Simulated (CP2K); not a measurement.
**SnH2F (SMILES [F][SnH2]) at PM6**

Aim: the vertical ionisation energy of SnH2F at PM6, from 2 runs. 

The calculation is run with CP2K 2026.2.

4 further runs of the same task are left out: 4 set aside as unsound or not needed.

### 1 Starting point

SnH2F: 4 atoms, total charge 0, spin state doublet. As SMILES, `[F][SnH2]`. Geometry: relaxed at PBE0-D4/def2-TZVP.

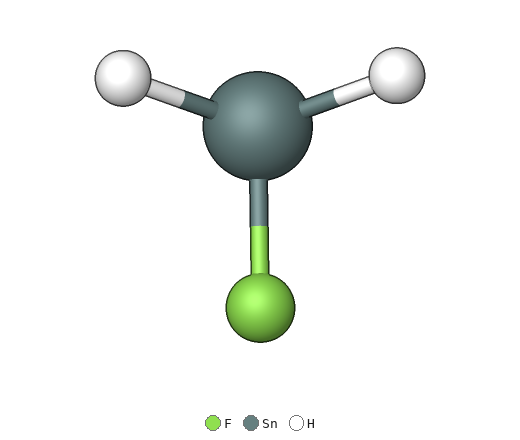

The structure, seen from a chosen angle (fluorine green, tin teal, hydrogen white).

### 2 Energy and gradient at PM6

Input file job.inp:

```
&GLOBAL
  PROJECT job
  RUN_TYPE ENERGY_FORCE
  PRINT_LEVEL MEDIUM
&END GLOBAL
&FORCE_EVAL
  METHOD Quickstep
  &DFT
    MULTIPLICITY 2
    UKS T
    ! Quickstep
    &QS
      METHOD PM6
      EPS_DEFAULT 1.0E-10
      &SE
        &COULOMB
          CUTOFF [angstrom] 50
          RC_RANGE [angstrom] 0
        &END COULOMB
        &EXCHANGE
          CUTOFF [angstrom] 50
          RC_RANGE [angstrom] 0
        &END EXCHANGE
      &END SE
    &END QS
    ! cluster boundary conditions
    &POISSON
      PERIODIC NONE
      POISSON_SOLVER ANALYTIC
    &END POISSON
    &SCF
      SCF_GUESS ATOMIC
      EPS_SCF 1.0E-06
      MAX_SCF 50
      &OT
        MINIMIZER CG
        PRECONDITIONER FULL_ALL
      &END OT
      &OUTER_SCF
        EPS_SCF 1.0E-06
        MAX_SCF 5
      &END OUTER_SCF
    &END SCF
    ! extra output
    &PRINT
      &MOMENTS
        PERIODIC F
        REFERENCE COM
        MAX_MOMENT 1
      &END MOMENTS
      &MO_CUBES
        NLUMO 3
        NHOMO -1
        WRITE_CUBE F
      &END MO_CUBES
      &HIRSHFELD OFF
      &END HIRSHFELD
    &END PRINT
  &END DFT
  &SUBSYS
    ! vacuum box
    &CELL
      ABC 10.7 10.5 9.4
      PERIODIC NONE
    &END CELL
    &COORD
      UNIT bohr
      F     -2.9339888    -0.3590480     1.2107475
      Sn     0.0534792    -0.4576917    -0.8849587
      H      2.2376247    -1.9925272     0.9904055
      H      0.7477646     2.6951274    -1.3543667
    &END COORD
    &TOPOLOGY
      &CENTER_COORDINATES
      &END CENTER_COORDINATES
    &END TOPOLOGY
  &END SUBSYS
  &PRINT
    &FORCES ON
    &END FORCES
  &END PRINT
&END FORCE_EVAL
```

Run with:

```bash
$ OMP_NUM_THREADS=1 cp2k.psmp job.inp > job.out
```

The program printed:

```text
CP2K| version string:                                       CP2K version 2026.2
[...]
 GLOBAL| Method name                                                        CP2K
[...]
 GLOBAL| Run type                                                   ENERGY_FORCE
[...]
                             - Atoms:                                          4
[...]
                             - Spherical basis functions:                     10
[...]
 Number of electrons:                                                          7
[...]
     1 OT CG       0.15E+00    0.0     0.27454890       -19.3687774704 -1.94E+01
[...]
    37 OT CG       0.21E+00    0.0     0.00000076       -20.9811994513 -6.14E-11
  *** SCF run converged in    37 steps ***
  Core-core repulsion energy [eV]:                            298.81041961521441
  Core Hamiltonian energy [eV]:                              -955.95768520270758
  Two-electron integral energy [eV]:                          172.43958709229489
  Electronic energy [eV]:                                    -869.73789165656012
  Total energy [eV]:                                         -570.92747204134571
  Atomic reference energy [eV]:                               570.45966220235084
  Heat of formation [kcal/mol]:                               -10.78795202310169
[...]
 SE_DIPOLE| Moment [Debye]         -3.10368061      -0.13568443       1.70116530
 SE_DIPOLE| Derivative [a.u.]       0.00000000       0.00000000       0.00000000
 *** WARNING in qs_scf_post_se.F:140 :: Printing of MO cube files not ***
 *** implemented for Semi-Empirical method.                           ***
 ENERGY| Total FORCE_EVAL ( QS ) energy [hartree]            -20.981199451350935
 FORCES| Atomic forces [hartree/bohr]
 FORCES|   Atom     x               y               z               |f|
 FORCES|      1 -2.73647793E-02  5.17180096E-04  1.84205512E-02   3.29911401E-02
 FORCES|      2  3.85995005E-02  6.58915172E-03 -1.13197974E-02   4.07612092E-02
 FORCES|      3 -7.23939244E-03  1.53887694E-03 -6.10068150E-03   9.59141595E-03
 FORCES|      4 -3.99532881E-03 -8.64520875E-03 -1.00007233E-03   9.57613864E-03
 FORCES| Sum     2.49800181E-16  0.00000000E+00  4.16333634E-17
 FORCES| Total atomic force                                       2.53245863E-16
[...]
```

Wall time 1.4 s (1 thread of Arm Neoverse N1, shared host); peak memory 0.14 GiB.

### 3 The singlet cation at the same level

Input file job.inp:

```
&FORCE_EVAL
  METHOD Quickstep
  &DFT
    CHARGE 1
    MULTIPLICITY 1
    &QS
      METHOD PM6
      EPS_DEFAULT 1.0E-10
      &SE
        &COULOMB
          CUTOFF [angstrom] 50
          RC_RANGE [angstrom] 0
        &END
        &EXCHANGE
          CUTOFF [angstrom] 50
          RC_RANGE [angstrom] 0
        &END
      &END
    &END
    &POISSON
      PERIODIC NONE
      POISSON_SOLVER ANALYTIC
    &END
    &SCF
      SCF_GUESS ATOMIC
      EPS_SCF 1.0E-06
      MAX_SCF 100
      ADDED_MOS 8
      &DIAGONALIZATION
        ALGORITHM STANDARD
      &END
      &MIXING
        METHOD DIRECT_P_MIXING
        ALPHA 0.4
      &END
    &END
    ! extra output
    &PRINT
      &MOMENTS
        PERIODIC F
        REFERENCE COM
        MAX_MOMENT 1
      &END
      &MO ON
        ENERGIES T
        OCCUPATION_NUMBERS T
        NDIGITS 6
        &EACH
          QS_SCF 0
        &END
        ADD_LAST NUMERIC
      &END
      &HIRSHFELD OFF
      &END
    &END
  &END
  ! structure
  &SUBSYS
    &CELL
      ABC [angstrom] 10.7 10.5 9.4
      PERIODIC NONE
    &END
    &COORD
      UNIT bohr
      F     -2.9339888    -0.3590480     1.2107475
      Sn     0.0534792    -0.4576917    -0.8849587
      H      2.2376247    -1.9925272     0.9904055
      H      0.7477646     2.6951274    -1.3543667
    &END
    &TOPOLOGY
      &CENTER_COORDINATES
      &END
    &END
  &END
  &PRINT
    &FORCES ON
    &END
  &END
&END

&GLOBAL
  PROJECT job
  RUN_TYPE ENERGY_FORCE
  PRINT_LEVEL MEDIUM
&END
```

Run with:

```bash
$ OMP_NUM_THREADS=1 cp2k.psmp -i job.inp > job.out 2>&1
```

The program printed:

```text
CP2K| version string:                                       CP2K version 2026.2
[...]
 GLOBAL| Method name                                                        CP2K
[...]
 GLOBAL| Run type                                                   ENERGY_FORCE
[...]
 *** WARNING in qs_environment.F:2210 :: More added MOs requested than     ***
 *** available. The full set of unoccupied MOs will be used. Use           ***
 *** 'ADDED_MOS -1' to always use all available MOs and to get rid of this ***
[...]
                             - Atoms:                                          4
[...]
                             - Spherical basis functions:                     10
[...]
 Number of electrons:                                                         12
[...]
     1 P_Mix/Diag. 0.40E+00    0.0     0.76650796       -18.5989380523 -1.86E+01
[...]
    17 DIIS/Diag.  0.23E-06    0.0     0.00000041       -20.6895250446 -7.60E-12
  *** SCF run converged in    17 steps ***
  Core-core repulsion energy [eV]:                            298.81041961521441
  Core Hamiltonian energy [eV]:                              -929.52814968130428
  Two-electron integral energy [eV]:                          135.45424453728955
  Electronic energy [eV]:                                    -861.80102741265955
  Total energy [eV]:                                         -562.99060779744514
  Atomic reference energy [eV]:                               570.45966220235084
  Heat of formation [kcal/mol]:                               172.24050000996664
[...]
 SE_DIPOLE| Moment [Debye]         -3.32114484       0.86766442       3.84527227
 SE_DIPOLE| Derivative [a.u.]       0.00000000       0.00000000       0.00000000
 ENERGY| Total FORCE_EVAL ( QS ) energy [hartree]            -20.689525044563474
 FORCES| Atomic forces [hartree/bohr]
 FORCES|   Atom     x               y               z               |f|
 FORCES|      1 -1.29120432E-02 -6.03526172E-03 -3.86369132E-03   1.47673069E-02
 FORCES|      2  3.46049196E-02  3.16316172E-02  4.12837793E-02   6.24692732E-02
 FORCES|      3 -1.18215712E-02 -9.73978739E-03 -2.02423883E-02   2.53843907E-02
 FORCES|      4 -9.87130520E-03 -1.58565680E-02 -1.71776996E-02   2.53761065E-02
 FORCES| Sum     5.55111512E-17 -4.16333634E-17 -6.24500451E-17
 FORCES| Total atomic force                                       9.33532699E-17
[...]
```

It took 0.4 s on 1 thread of Arm Neoverse N1, shared host; peak memory 0.14 GiB.

### 4 What came out

At PM6:

| quantity | value |
| --- | --- |
| doublet SnH2F: total energy | -20.98120 Eh |
| doublet SnH2F: dipole moment | 3.54 D |
| doublet SnH2F: heat of formation at this unrelaxed shape | -10.8 kcal/mol |
| doublet SnH2F: largest force on an atom | 2.096 eV/Å |
| singlet cation: total energy | -20.68953 Eh |
| singlet cation: HOMO energy | -17.37 eV |
| singlet cation: LUMO energy | -7.90 eV |
| singlet cation: HOMO–LUMO gap | 9.47 eV |
| singlet cation: heat of formation at this unrelaxed shape | 172.2 kcal/mol |
| singlet cation: largest force on an atom | 3.212 eV/Å |
| vertical ionisation energy (to the singlet cation) | 7.937 eV |

Removing an electron at fixed nuclei costs 7.94 eV (183 kcal/mol). The largest force (doublet SnH2F) is 2.10 eV/Å: the shape isn't a stationary point for this species at this level. Only the singlet of the ionised species was computed; a triplet could lie lower.
